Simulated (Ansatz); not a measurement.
Partial pair distribution functions of a relaxed model of amorphous Si24O46F4, broadened by 0.06 Å; density 2.14 g/cm³. Computed with PBE, scalar-relativistic without spin-orbit coupling (plane waves to 420 eV, PAW; Ansatz, a first-principles code).

It comes from a melt-quench run on a machine-learned potential (CHGNet), relaxed afterwards by DFT. O and F atoms were pushed apart under 1.9 Å during the dynamics, to hinder bonds among them. It is the lowest in DFT energy of 2 quenches. It is a model cell: composition and starting density were chosen by hand, and all elements were melted together. No dispersion term was used. Its density started from a set value of 2.17 and ended at 2.14 g/cm³. The quench (nominally 150 K/ps over its main leg) was far faster than any real one, so the model tends to hold more defects than a real film. A cell of this size samples the disorder only roughly. The volume was free in the relaxation, at fixed shape. Stress components on the final sampling reach 2.3 GPa.

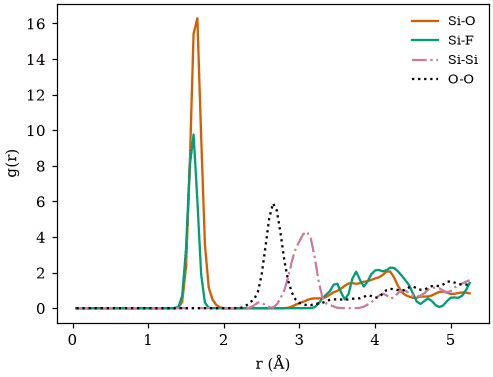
Figure. Partial pair distribution functions

Highest peaks under 4.5 Å: Si-O near 1.65 Å, Si-F near 1.60 Å, Si-Si near 3.10 Å, O-O near 2.65 Å; pairs of few atoms are noisy.

Within 1.98 Å each Si has 3.88 O neighbours on average.
